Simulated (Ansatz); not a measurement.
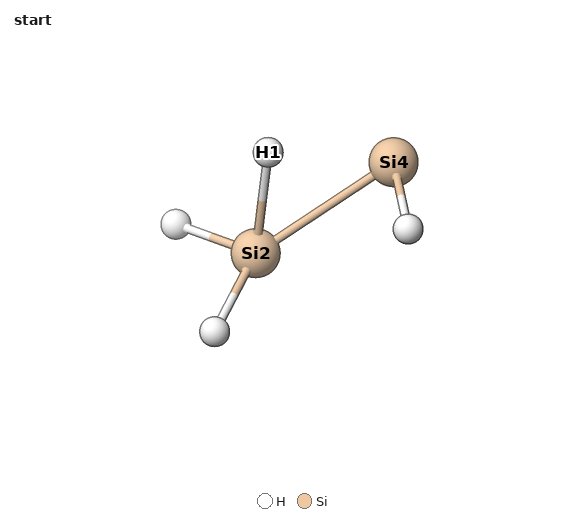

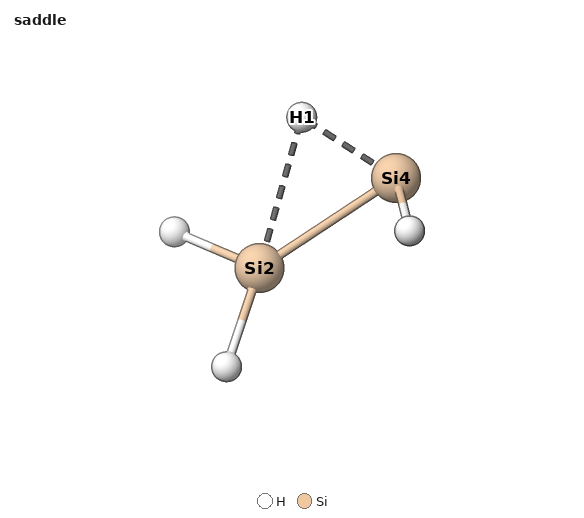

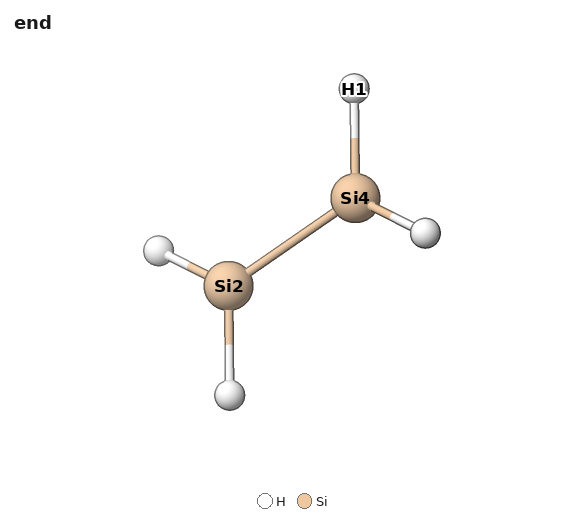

A saddle point and the two end points reached downhill from it. Broken sticks mark bonds that form or break. Charge 0, singlet. Geometries: PBE0-D4/def2-TZVP; all other levels are single points on them, and energies count from the start as drawn. Program: Ansatz 0.2.0. In CBS estimates cores are frozen, and CCSD(T) − MP2 is taken in the smaller basis.

> Which bonds form and which break from start to end?

Formed: H1–Si4; broken: H1–Si2. At the saddle point H1···Si4 is 1.56 Å, H1···Si2 is 2.20 Å.

Give the electronic barrier and the reaction energy from start to end in kJ/mol (no zero-point energy) with CCSD(T)/CBS (MP2 limit from def2-TZVPP and def2-QZVPP plus CCSD(T) − MP2); SPW92 (LDA)/def2-TZVPP; CAM-B3LYP-D4/def2-TZVPP.

```csv
level,barrier,reaction energy
CCSD(T)/CBS (MP2 limit from def2-TZVPP and def2-QZVPP plus CCSD(T) − MP2),35.1,−30.4
SPW92 (LDA)/def2-TZVPP,24.7,−19.3
CAM-B3LYP-D4/def2-TZVPP,35.6,−24.6
```
